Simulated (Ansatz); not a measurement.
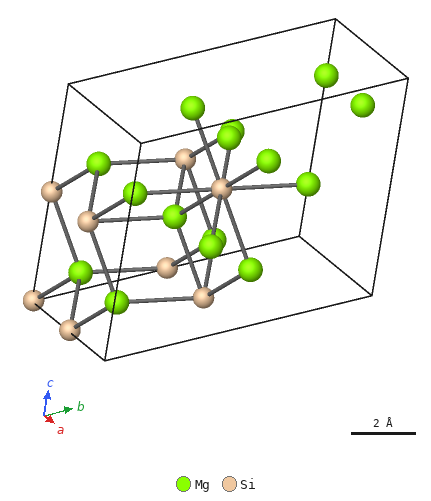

Starting frame of a dynamics run of Mg$_{2}$Si with a Mg vacancy (23 atoms in the cell). The picture is a ball-and-stick view of the reduced simulation cell, seen slightly off an axis. Bonds to atoms that aren't drawn are left out. Lengths and directions refer to the drawn axes.

All numbers below come from DFT LDA, scalar-relativistic, plane waves, PAW (Ansatz).

Input
```yaml
accuracy: low
crystal:
  lattice:
    - [0.0, 6.45491, 6.45491]
    - [6.45491, 0.0, 6.45491]
    - [6.45491, 6.45491, 0.0]
  atoms:
    - { symbol: Mg, position: [0.125, 0.125, 0.125] }
    - { symbol: Mg, position: [0.375, 0.375, 0.375] }
    - { symbol: Si, position: [0.0, 0.0, 0.0] }
    - { symbol: Mg, position: [0.125, 0.125, 0.625] }
    - { symbol: Mg, position: [0.375, 0.375, 0.875] }
    - { symbol: Si, position: [0.0, 0.0, 0.5] }
    - { symbol: Mg, position: [0.125, 0.625, 0.125] }
    - { symbol: Mg, position: [0.375, 0.875, 0.375] }
    - { symbol: Si, position: [0.0, 0.5, 0.0] }
    - { symbol: Mg, position: [0.125, 0.625, 0.625] }
    - { symbol: Mg, position: [0.375, 0.875, 0.875] }
    - { symbol: Si, position: [0.0, 0.5, 0.5] }
    - { symbol: Mg, position: [0.625, 0.125, 0.125] }
    - { symbol: Mg, position: [0.875, 0.375, 0.375] }
    - { symbol: Si, position: [0.5, 0.0, 0.0] }
    - { symbol: Mg, position: [0.625, 0.125, 0.625] }
    - { symbol: Mg, position: [0.875, 0.375, 0.875] }
    - { symbol: Si, position: [0.5, 0.0, 0.5] }
    - { symbol: Mg, position: [0.625, 0.625, 0.125] }
    - { symbol: Si, position: [0.5, 0.5, 0.0] }
    - { symbol: Mg, position: [0.625, 0.625, 0.625] }
    - { symbol: Mg, position: [0.875, 0.875, 0.875] }
    - { symbol: Si, position: [0.5, 0.5, 0.5] }
basis:
  ecutwfc: 420.0
kpoints:
  mp_grid: { grid: [1, 1, 1] }
hamiltonian:
  xc: lda
scf:
  occupations: { method: fermi_dirac, width: 0.05 }
  lower_state_search: "off"
md:
  timestep: 3.0
  n_steps: 170
  ensemble: nvt_langevin
  temperature: 900.0
  initial_velocities: maxwell_boltzmann
  seed: 550211
  friction: 0.005
```

Launched with:
```bash
ansatz run input.yaml --threads 1 --pin off --max-ram 3072MiB --backend cpu --events-out ev --progress --plain --runs-dir out
```

> What does the trajectory do?

Over the second half the temperature averages 1065 K (spread ±170 K). The potential energy in the second half lies on average 211 meV per atom below the first frame. That a heated cell lies below the ordered start is most likely an artefact of the coarse k-point mesh. In the second half of the run the atoms are, in the root-mean-square, this far from where they began (common drift taken out): Si 1.61 Å, Mg 1.47 Å. That is a large part of the typical shortest distance between atoms in the first frame, about 2.8 Å and still growing: the atoms leave their places as in a liquid, so the crystal loses its order. Bond changes: 3 Si–Si bonds form between 117 fs and 252 fs.

Along the run (each row but the first and the last is the mean over the interval that it begins):

```
time (fs)  potential energy (meV/atom)  T (K)
      0.0                          0.0    861
     63.0                        -31.0   1130
    126.0                        -98.9   1386
    189.0                       -129.5   1234
    252.0                       -174.4   1081
    315.0                       -219.5   1170
    378.0                       -231.1   1175
    441.0                       -214.8    871
    504.0                       -215.6    807
```

The paths of the atoms:

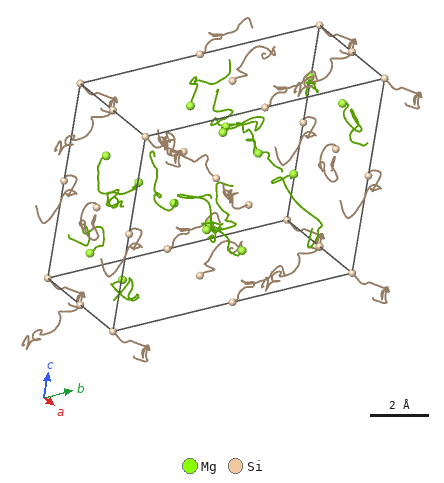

Limits of the set-up: the program's low-accuracy preset was used.
